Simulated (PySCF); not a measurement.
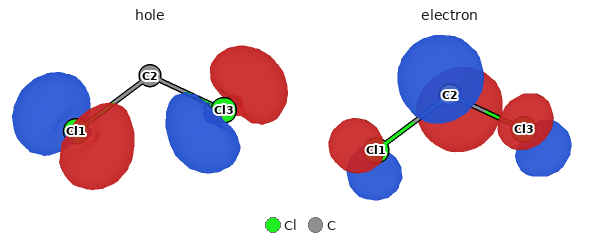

*CCl₂, SMILES `Cl[C]Cl`. Leading natural transition orbital pair of S₂ (TDA singlet states); the surfaces enclose about 70 % of each orbital's density.*

Level of theory: ωB97X/def2-SVPD (PySCF), at a geometry from GFN2-xTB. No frequency check shows the geometry to be a minimum. GFN2-xTB bond lengths at metals and heavier atoms can be off by up to 0.1 Å and shapes distorted, which carries into these values.

Question: Where does the state lie, and where do hole and electron sit?

Answer: 4.91 eV (253 nm), f = 0.000 (dark); the leading pair carries 100 %; hole on Cl1 and Cl3 (48 % each), electron on C2 (58 %) and Cl1 and Cl3 (21 % each); their centroids lie 0.5 Å apart. In canonical orbitals it is mainly HOMO−1 → LUMO (100 %). The HOMO–LUMO gap is 8.67 eV.
